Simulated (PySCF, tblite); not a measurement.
# C7H16AlN: geometry, infrared bands, NMR shifts and electronic excitations, part 2 of 2

tblite 0.8.0 and PySCF 2.14.0. Atoms count from 0. Earlier steps stand in the parts before.

### 5 Shielding tensors: PBE0/pcSseg-1

The job: settings as JSON, then the geometry in Å.

```
{"job": {"kind": "nmr", "xc": "PBE0", "basis": "pcSseg-1"}, "charge": 0, "multiplicity": 1}
C      2.826455    -0.820893    -0.341617
C      1.741567    -0.229426     0.157747
C      0.503886     0.058343    -0.639989
C      0.289110     1.578493    -0.757641
C     -0.129582     2.191362     0.586610
Al    -1.122282     0.760413     1.578648
N     -0.711167    -0.547693     0.000302
C     -0.491602    -1.932963     0.428031
C     -1.849347    -0.504336    -0.927260
H      2.857011    -1.183331    -1.374561
H      3.729024    -0.955827     0.259613
H      1.744565     0.127187     1.195337
H      0.621083    -0.395445    -1.643206
H      1.217867     2.009440    -1.169286
H     -0.481223     1.767277    -1.522988
H     -0.705545     3.115590     0.421487
H      0.760555     2.490307     1.166561
H     -0.365873     0.079756     2.826730
H     -2.729190     0.765705     1.631941
H      0.316139    -1.978181     1.167158
H     -0.229261    -2.576278    -0.430560
H     -1.411267    -2.313465     0.893425
H     -2.727295    -0.953031    -0.445573
H     -1.616451    -1.057887    -1.854606
H     -2.102550     0.531716    -1.181375
```

With the program's defaults for keys left out, this is: GIAO PBE0/pcSseg-1 NMR shielding, non-relativistic, gas phase.

The log of the run:

```text
coarse grid: 20208 points
cycle   1  E = -572.8487882604  dE =  7.329e-01  |g| = 4.781e-01  |ddm| = 4.295e+00
cycle   2  E = -572.8374123984  dE =  1.138e-02  |g| = 5.371e-01  |ddm| = 1.008e+00
cycle   3  E = -572.9117491623  dE = -7.434e-02  |g| = 6.259e-02  |ddm| = 5.688e-01
cycle   4  E = -572.9125480340  dE = -7.989e-04  |g| = 2.816e-02  |ddm| = 8.121e-02
cycle   5  E = -572.9127271512  dE = -1.791e-04  |g| = 7.722e-03  |ddm| = 2.842e-02
cycle   6  E = -572.9127394004  dE = -1.225e-05  |g| = 2.894e-03  |ddm| = 7.751e-03
cycle   7  E = -572.9127413914  dE = -1.991e-06  |g| = 5.479e-04  |ddm| = 2.693e-03
final grid: 187296 points
cycle   8  E = -572.9668266007  dE = -5.414e-05  |g| = 9.654e-03  |ddm| = 4.268e-02
cycle   9  E = -572.9668157970  dE =  1.080e-05  |g| = 1.157e-02  |ddm| = 1.994e-02
cycle  10  E = -572.9668507763  dE = -3.498e-05  |g| = 1.733e-03  |ddm| = 1.213e-02
cycle  11  E = -572.9668514874  dE = -7.111e-07  |g| = 3.425e-04  |ddm| = 1.717e-03
cycle  12  E = -572.9668515125  dE = -2.504e-08  |g| = 1.143e-04  |ddm| = 3.075e-04
cycle  13  E = -572.9668515155  dE = -3.037e-09  |g| = 3.055e-05  |ddm| = 1.211e-04
cycle  14  E = -572.9668515157  dE = -2.135e-10  |g| = 6.145e-06  |ddm| = 3.376e-05
converged SCF energy = -572.9668515157

GIAO shielding tensors (ppm)
atom      isotropic    diamagn.    paramagn.     s11        s22        s33       span
  0 C       58.831     254.257    -195.426    -54.758     75.858    155.391    210.149
  1 C       35.988     258.888    -222.900    -90.881     39.456    159.387    250.268
  2 C      105.266     248.688    -143.422     86.605     99.414    129.778     43.173
  3 C      150.950     246.708     -95.758    128.195    154.289    170.366     42.172
  4 C      184.972     251.242     -66.270    170.133    181.065    203.717     33.583
  5 Al     392.237     796.424    -404.187    372.999    391.956    411.757     38.758
  6 N      208.871     323.029    -114.158    186.942    201.202    238.469     51.527
  7 C      137.938     247.564    -109.626    116.597    123.517    173.699     57.102
  8 C      137.408     248.147    -110.739    107.604    126.862    177.757     70.153
  9 H       25.776      31.584      -5.808     21.665     25.017     30.646      8.982
 10 H       25.807      28.698      -2.891     22.552     24.502     30.368      7.816
 11 H       24.615      33.123      -8.508     20.959     23.208     29.679      8.721
 12 H       28.862      35.899      -7.036     26.453     27.384     32.751      6.298
 13 H       29.391      30.913      -1.522     24.362     27.947     35.865     11.503
 14 H       29.257      32.562      -3.305     24.985     28.230     34.555      9.570
 15 H       31.118      29.740       1.379     26.301     27.838     39.216     12.915
 16 H       30.941      30.905       0.036     26.260     28.423     38.140     11.880
 17 H       27.029      30.718      -3.689     24.010     25.381     31.695      7.685
 18 H       27.167      30.551      -3.384     23.829     25.776     31.896      8.067
 19 H       28.395      30.982      -2.587     23.811     27.331     34.042     10.231
 20 H       29.451      30.987      -1.536     25.635     26.783     35.934     10.298
 21 H       28.884      30.215      -1.331     24.606     26.457     35.589     10.983
 22 H       28.825      30.573      -1.748     24.674     26.226     35.576     10.902
 23 H       29.675      31.030      -1.355     25.854     26.896     36.275     10.421
 24 H       28.418      31.575      -3.158     23.439     27.513     34.300     10.861
```

Run time: 1.8 min. Hardware: 1 thread of Arm Neoverse N1, shared host; peak memory 1.2 GiB.

Shifts follow as δ = σ(reference) − σ, with reference shieldings (ppm) from runs at the same level and on the same kind of geometry: 1H TMS 31.27, 13C TMS 184.4, 15N NH3 265.7, 27Al AlH4- 489.3. The references are single molecules in the gas phase, so shifts against H2O, NH3, PH3, H3PO4 or CFCl3 are not on the usual liquid scales and can be off by tens of ppm. Shifts against hydride references such as AlH4− lie on their own scale. Atoms listed in one row are averaged.

```
        atoms                                                    environment  σ (ppm)  δ (ppm)
           C1                                                      alkene CH     36.0    148.4
           C0                                           terminal =CH2 carbon     58.8    125.6
           C2                                     allylic sp3 CH bonded to N    105.3     79.1
           C8                                      methyl carbon bonded to N    137.4     47.0
           C7                                      methyl carbon bonded to N    137.9     46.5
           C3                                              sp3 CH2 in a ring    150.9     33.5
           C4                                           sp3 CH2 bonded to Al    185.0     -0.6
          H11                                       hydrogen on an alkene CH    24.62     6.65
           H9                             hydrogen on a terminal =CH2 carbon    25.78     5.49
          H10                             hydrogen on a terminal =CH2 carbon    25.81     5.46
          H17  hydrogen on an aluminium bonded to C, N, in a 5-membered ring    27.03     4.24
          H18  hydrogen on an aluminium bonded to C, N, in a 5-membered ring    27.17     4.10
          H12                      hydrogen on an allylic sp3 CH bonded to N    28.86     2.40
H19, H20, H21                        hydrogen on a methyl carbon bonded to N    28.91     2.36
H22, H23, H24                        hydrogen on a methyl carbon bonded to N    28.97     2.29
          H14                               hydrogen on an sp3 CH2 in a ring    29.26     2.01
          H13                               hydrogen on an sp3 CH2 in a ring    29.39     1.88
          H16                            hydrogen on an sp3 CH2 bonded to Al    30.94     0.33
          H15                            hydrogen on an sp3 CH2 bonded to Al    31.12     0.15
          Al5            aluminium bonded to C, N, 2 H, in a 5-membered ring    392.2     97.0
           N6                               donor nitrogen of a Lewis adduct    208.9     56.8
```

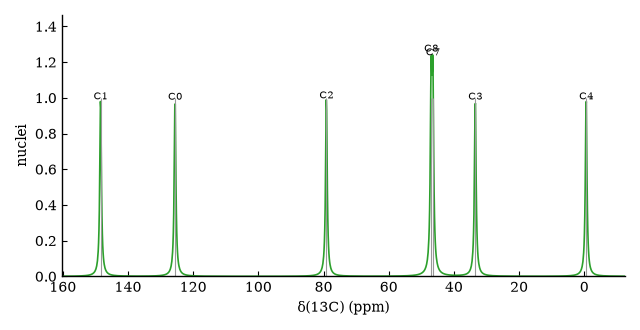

13C lines at the computed shifts, without couplings. Lines are broadened to a width of 0.60 ppm (Lorentzian).

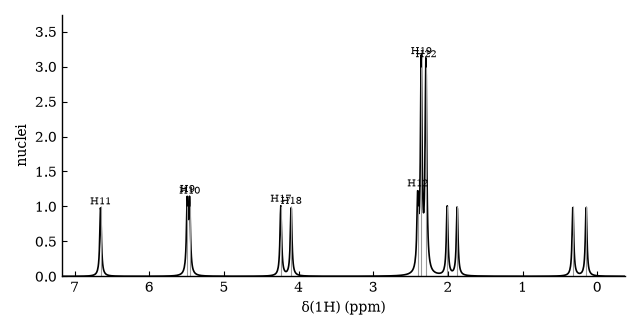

1H lines at the computed shifts, without couplings. Lines are broadened to a width of 0.03 ppm (Lorentzian).

Charges from the same density, by scheme (e):

```
atoms  Mulliken    IAO  Hirshfeld  ESP fit
   C0     -0.12  -0.30      -0.09    -0.52
   C1     -0.21  -0.14      -0.03     0.09
   C2     -0.10  -0.02       0.03    -0.09
   C3     -0.14  -0.24      -0.07    -0.18
   C4     -0.59  -0.62      -0.23    -0.37
  Al5      0.75   0.56       0.32     0.62
   N6     -0.77  -0.19      -0.02     0.09
   C7     -0.06  -0.30      -0.06    -0.39
   C8     -0.09  -0.30      -0.05    -0.54
```

ESP fit charges:

C0 -0.52; C1 0.09; C2 -0.09; C3 -0.18; C4 -0.37; Al5 0.62; N6 0.09; C7 -0.39; C8 -0.54; H9 0.19; H10 0.20; H11 0.10; H12 0.11; H13 0.09; H14 0.09; H15 0.07; H16 0.07; H17 -0.32; H18 -0.32; H19 0.14; H20 0.14; H21 0.16; H22 0.20; H23 0.17; H24 0.20

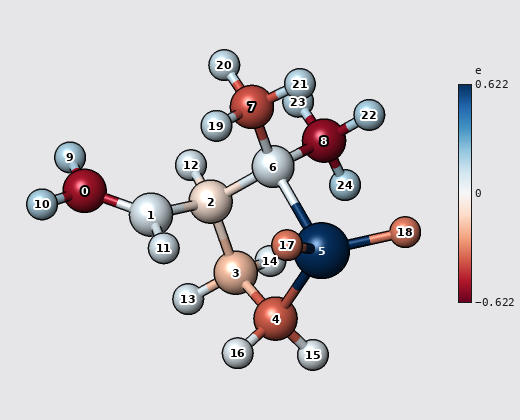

ESP fit charges, as colours on the atoms.

Mayer bond orders: C0–C1 1.98, C1–C2 1.01, C2–C3 1.03, C3–C4 1.01, C4–Al5 0.78, Al5–N6 0.33, N6–C7 0.92, N6–C8 0.91, N6–C2 0.82.

Ring of atoms C2, C3, C4, Al5, N6: NICS(0) -4.7, NICS(1) -2.7, NICS(1)zz -3.1 ppm (means of both faces).

The fields below are evaluated on a grid from the run's orbitals.

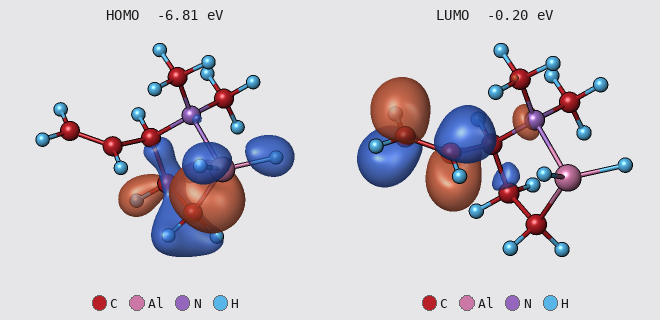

PBE0/pcSseg-1 orbitals near the gap, drawn at the value that encloses 70 % of each; the two colours are the two signs.

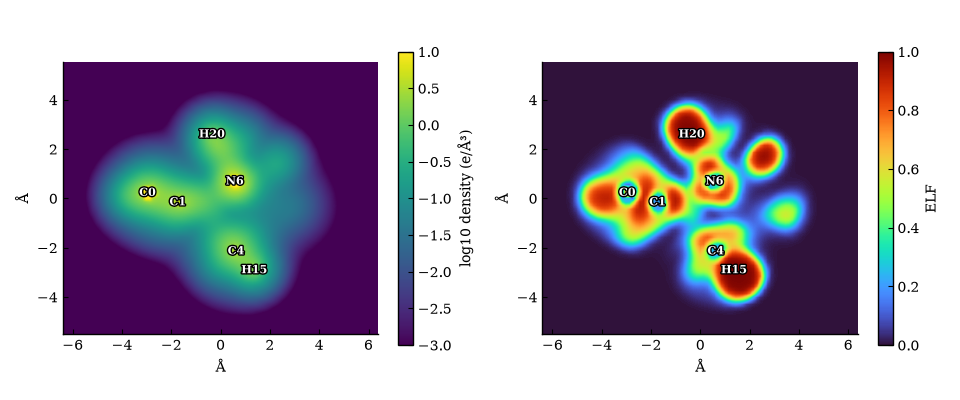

Density (left) and ELF (right) in a plane through or near 6 of the atoms.

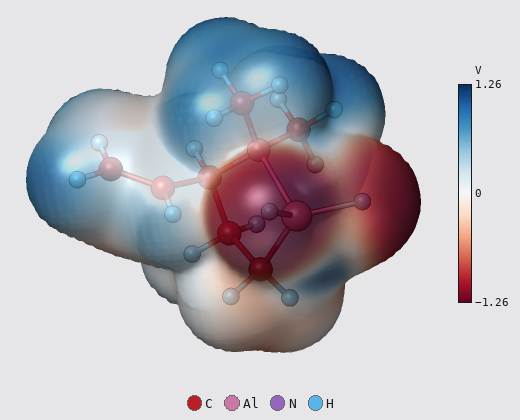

Electrostatic potential on the surface of density 0.002 e/bohr³; red is low, blue high. It runs from -1.26 to 1.11 V.

### 6 TDDFT and polarisability: CAM-B3LYP/def2-SVPD

Settings changed since step 5:

```diff
@@ -1,2 +1,2 @@
-{"job": {"kind": "nmr", "xc": "PBE0", "basis": "pcSseg-1"}, "charge": 0, "multiplicity": 1}
+{"job": {"kind": "uv", "xc": "CAM-B3LYP", "basis": "def2-SVPD", "ip": true}, "charge": 0, "multiplicity": 1}
 C      2.826455    -0.820893    -0.341617
```

Level: TDDFT CAM-B3LYP/def2-SVPD, vertical, gas phase, core orbitals frozen in the response.

The log of the run:

```text
coarse grid: 20208 points
cycle   1  E = -572.8975525352  dE =  9.307e-01  |g| = 4.070e-01  |ddm| = 1.081e+01
cycle   2  E = -572.9195177317  dE = -2.197e-02  |g| = 3.339e-01  |ddm| = 1.859e+00
cycle   3  E = -572.9474456210  dE = -2.793e-02  |g| = 5.601e-02  |ddm| = 6.729e-01
cycle   4  E = -572.9481634761  dE = -7.179e-04  |g| = 2.374e-02  |ddm| = 1.581e-01
cycle   5  E = -572.9482861562  dE = -1.227e-04  |g| = 6.445e-03  |ddm| = 5.542e-02
cycle   6  E = -572.9482953763  dE = -9.220e-06  |g| = 1.671e-03  |ddm| = 1.778e-02
final grid: 187296 points
cycle   7  E = -573.0489045672  dE = -5.304e-05  |g| = 4.416e-03  |ddm| = 1.779e-01
cycle   8  E = -573.0489044681  dE =  9.908e-08  |g| = 4.567e-03  |ddm| = 2.452e-02
cycle   9  E = -573.0489098489  dE = -5.381e-06  |g| = 5.940e-04  |ddm| = 1.165e-02
cycle  10  E = -573.0489099206  dE = -7.172e-08  |g| = 2.683e-04  |ddm| = 1.911e-03
cycle  11  E = -573.0489099377  dE = -1.711e-08  |g| = 4.590e-05  |ddm| = 7.431e-04
cycle  12  E = -573.0489099382  dE = -5.330e-10  |g| = 1.206e-05  |ddm| = 1.392e-04
converged SCF energy = -573.0489099382

Static polarisability (au): isotropic 119.022, principal 109.487 112.698 134.882

Singlet excitations
state   eV       nm        f      main configurations
  1   6.3587    195.0   0.02512   H->L 0.69, H->L+2 0.16, H->L+1 0.10
  2   6.5947    188.0   0.01630   H->L+2 0.34, H->L+5 0.26, H->L 0.20
  3   6.7381    184.0   0.00136   H-1->L+2 0.50, H-1->L+1 0.15, H-1->L+5 0.12
  4   6.8038    182.2   0.01943   H->L+1 0.47, H->L+2 0.34
  5   7.1814    172.6   0.06255   H-1->L 0.70, H-1->L+1 0.10
  6   7.3021    169.8   0.03979   H->L+5 0.46, H->L+1 0.19
  7   7.3339    169.1   0.39772   H-2->L 0.81
  8   7.3668    168.3   0.02660   H-1->L+1 0.40, H-1->L+2 0.25
  9   7.4695    166.0   0.04724   H->L+4 0.43, H->L+3 0.24
 10   7.5741    163.7   0.02025   H-1->L+5 0.34, H-1->L+6 0.13, H-1->L+4 0.10

Triplet excitations (Tamm-Dancoff, eV): 4.3525 6.1148 6.2869 6.4175
Vertical ionisation energy (delta-SCF) = 8.7862 eV
```

Run time: 18 min. Hardware: 1 thread of Arm Neoverse N1, shared host; peak memory 1.8 GiB.

The orbitals next to the gap, with their largest atomic shares:

```
orbital     eV                         atoms
 HOMO−3  -9.72    N6 36 %, Al5 17 %, H18 9 %
 HOMO−2  -9.28      C0 36 %, C1 34 %, C3 6 %
 HOMO−1  -8.60  Al5 35 %, H17 29 %, H18 25 %
   HOMO  -8.16     C4 41 %, Al5 21 %, C3 9 %
   LUMO   0.82     C0 25 %, C1 24 %, Al5 7 %
 LUMO+1   1.05     C0 13 %, Al5 12 %, C8 8 %
 LUMO+2   1.39    Al5 48 %, H18 6 %, H17 6 %
```

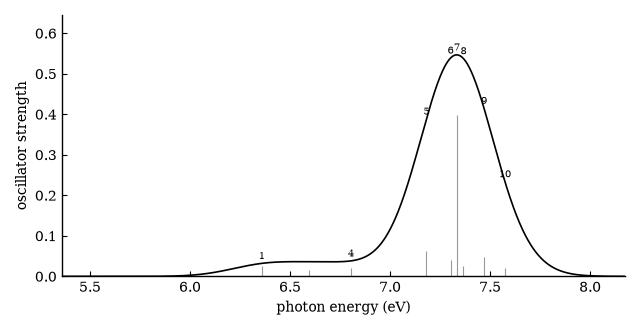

Absorption spectrum from the 10 singlet states computed; above the last one it falls off for lack of states. Lines are broadened to a width of 0.40 eV (Gaussian).

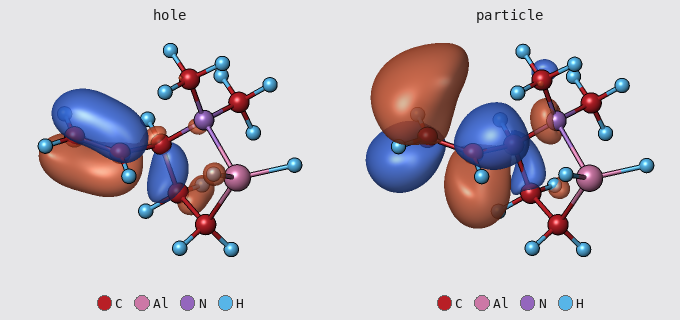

Leading natural transition orbitals of singlet state 7: the electron leaves the hole (left) for the particle orbital (right).

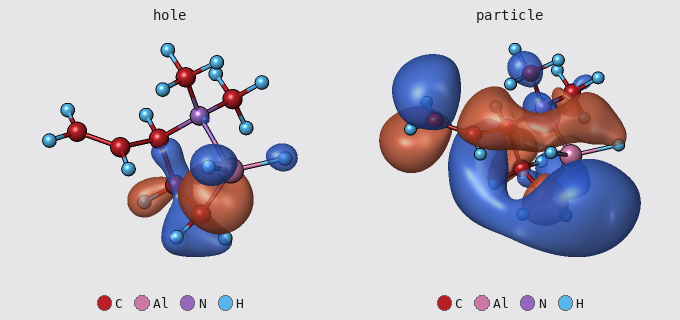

Leading natural transition orbitals of singlet state 1: the electron leaves the hole (left) for the particle orbital (right).

Further results of this job:

```
           property  computed
  dipole moment (D)      4.39
polarisability (Å³)     17.64
 HOMO–LUMO gap (eV)      8.97
      −ε(HOMO) (eV)      8.16
```

### 7 Nuclear shieldings: HF/pcSseg-1

Settings changed since step 6:

```diff
@@ -1,2 +1,2 @@
-{"job": {"kind": "uv", "xc": "CAM-B3LYP", "basis": "def2-SVPD", "ip": true}, "charge": 0, "multiplicity": 1}
+{"job": {"kind": "nmr", "xc": "HF", "basis": "pcSseg-1", "pop": false}, "charge": 0, "multiplicity": 1}
 C      2.826455    -0.820893    -0.341617
```

Method: GIAO HF/pcSseg-1 NMR shielding, non-relativistic, gas phase.

The log of the run:

```text
final grid: 187296 points
cycle   1  E = -570.5303800999  dE =  1.693e+00  |g| = 5.866e-01  |ddm| = 4.172e+00
cycle   2  E = -570.6418373094  dE = -1.115e-01  |g| = 2.496e-01  |ddm| = 8.216e-01
cycle   3  E = -570.6567947801  dE = -1.496e-02  |g| = 9.380e-02  |ddm| = 2.937e-01
cycle   4  E = -570.6594076768  dE = -2.613e-03  |g| = 2.027e-02  |ddm| = 1.320e-01
cycle   5  E = -570.6595064675  dE = -9.879e-05  |g| = 3.179e-03  |ddm| = 1.993e-02
cycle   6  E = -570.6595112582  dE = -4.791e-06  |g| = 9.053e-04  |ddm| = 7.196e-03
cycle   7  E = -570.6595116382  dE = -3.800e-07  |g| = 3.402e-04  |ddm| = 1.767e-03
cycle   8  E = -570.6595116892  dE = -5.102e-08  |g| = 9.645e-05  |ddm| = 6.756e-04
cycle   9  E = -570.6595116947  dE = -5.430e-09  |g| = 3.157e-05  |ddm| = 2.407e-04
cycle  10  E = -570.6595116951  dE = -4.309e-10  |g| = 9.147e-06  |ddm| = 5.642e-05
converged SCF energy = -570.6595116951

GIAO shielding tensors (ppm)
atom      isotropic    diamagn.    paramagn.     s11        s22        s33       span
  0 C       65.949     254.444    -188.495    -62.691     96.907    163.632    226.323
  1 C       43.005     259.143    -216.139   -100.254     59.550    169.718    269.972
  2 C      122.530     245.091    -122.561    105.330    116.848    145.413     40.083
  3 C      162.411     244.065     -81.654    143.677    164.906    178.650     34.973
  4 C      194.080     250.585     -56.505    181.852    191.583    208.805     26.953
  5 Al     437.883     792.549    -354.666    427.893    432.965    452.789     24.896
  6 N      234.724     327.027     -92.303    213.588    230.177    260.408     46.820
  7 C      148.840     244.396     -95.556    130.374    136.600    179.545     49.171
  8 C      148.233     244.822     -96.588    123.066    138.374    183.259     60.192
  9 H       26.277      31.604      -5.328     22.061     24.897     31.872      9.810
 10 H       26.271      29.032      -2.761     22.732     24.452     31.630      8.899
 11 H       25.277      32.884      -7.606     21.909     23.473     30.450      8.541
 12 H       29.494      35.756      -6.261     26.628     27.845     34.011      7.383
 13 H       30.118      31.271      -1.152     24.868     28.310     37.177     12.309
 14 H       30.037      32.836      -2.799     25.479     28.792     35.839     10.361
 15 H       31.784      30.331       1.453     26.489     28.280     40.582     14.093
 16 H       31.682      31.295       0.386     26.579     29.073     39.393     12.814
 17 H       27.931      30.827      -2.896     24.852     26.166     32.776      7.924
 18 H       28.006      30.797      -2.791     24.541     26.420     33.057      8.516
 19 H       28.962      30.619      -1.657     23.987     27.942     34.957     10.970
 20 H       29.966      31.036      -1.070     25.959     27.097     36.843     10.884
 21 H       29.465      30.454      -0.989     24.805     26.817     36.774     11.969
 22 H       29.330      30.670      -1.341     24.863     26.371     36.756     11.893
 23 H       30.119      31.102      -0.983     25.868     27.298     37.191     11.324
 24 H       28.989      31.334      -2.345     23.578     28.265     35.124     11.546
```

Wall time 44 s (1 thread of Arm Neoverse N1, shared host); peak memory 1.1 GiB.

This run: δ C1 147.8, C0 124.9, C2 68.3, C8 42.6, H11 6.41, H10 5.41 ppm.

### 8 Run by run: NMR shifts

Shifts (ppm) of some atoms, chosen among heavy atoms and hydrogens apart, with basis size and wall time:

```
          run    C2    C7    C3   H17   H18   Al5    N6  functions     time
PBE0/pcSseg-1  79.1  46.5  33.5  4.24  4.10  97.0  56.8        240  1.8 min
  HF/pcSseg-1  68.3  42.0  28.4  3.75  3.68  78.4  31.0        240     44 s
```

### 9 Results

What follows sums up all 2 parts.

| quantity | value |
| --- | --- |
| strongest single infrared mode (GFN2-xTB) | 803 cm⁻¹, 480 km/mol |
| zero-point energy (GFN2-xTB) | 130.8 kcal/mol |
| point group | C1 |
| rotational constants (main isotopes) | 1.66, 1.25, 1.01 GHz |
| 13C shifts against TMS (PBE0/pcSseg-1) | 148.4, 125.6, 79.1, 47.0, 46.5, 33.5, -0.6 ppm |
| 1H shifts against TMS (PBE0/pcSseg-1, means over atoms taken as alike) | 6.65, 5.49, 5.46, 4.24, 4.10, 2.40, 2.36, 2.29, 2.01, 1.88, 0.33, 0.15 ppm |
| 27Al shifts against AlH4- (PBE0/pcSseg-1) | 97.0 ppm |
| 15N shifts against NH3 (PBE0/pcSseg-1) | 56.8 ppm |
| surface potential, least and greatest | -1.26 V and 1.11 V |
| lowest singlet (CAM-B3LYP/def2-SVPD) | 6.36 eV (195 nm), f = 0.025 |
| brightest single state of those computed | state 7, 7.33 eV, f = 0.398 |
| lowest triplet | 4.35 eV |
| vertical ionisation energy (ΔSCF) | 8.79 eV |
| range of the shift of N6 | 31.0 to 56.8 ppm |

**Reading.** The optimisation took 105 steps and gained 1.241 eV; among the close pairs (by a distance rule), Al5–N6 changed most, from 1.937 to 2.069 Å (GFN2-xTB). All 69 modes are real, so the xTB geometry is a minimum. The strongest single mode, at 803 cm⁻¹, moves mainly H17 and H18. Unscaled tight-binding wavenumbers are off by several per cent, some by more. Its intensities can rank the bands wrongly. Over 9 steps the energy fell by 0.375 eV; of the close pairs, C3–H13 changed most, 1.048 to 1.104 Å (PBE0/def2-SVP). C1 (alkene CH) lies farthest downfield among carbon, at 148.4 ppm; the olefinic region. The most deshielded hydrogen is H11 (hydrogen on an alkene CH), at 6.65 ppm: olefinic region. At PBE0/pcSseg-1: The largest span, 250 ppm, is at C1, where the paramagnetic term is -223 ppm. The lowest singlet, at 6.36 eV, is HOMO→LUMO 0.69, HOMO→LUMO+2 0.16 and is weak; of the 10 states computed, the strongest absorption comes from state 7 at 7.33 eV. The lowest triplet lies 2.01 eV below the lowest singlet (triplets in Tamm-Dancoff, singlets in full TDDFT). The orbital energy would give 8.16 eV for ionisation, ΔSCF gives 8.79 eV. In ppm, N6 moves most: its shift spreads over 25.8 ppm, from 31.0 (HF/pcSseg-1) to 56.8 (PBE0/pcSseg-1).
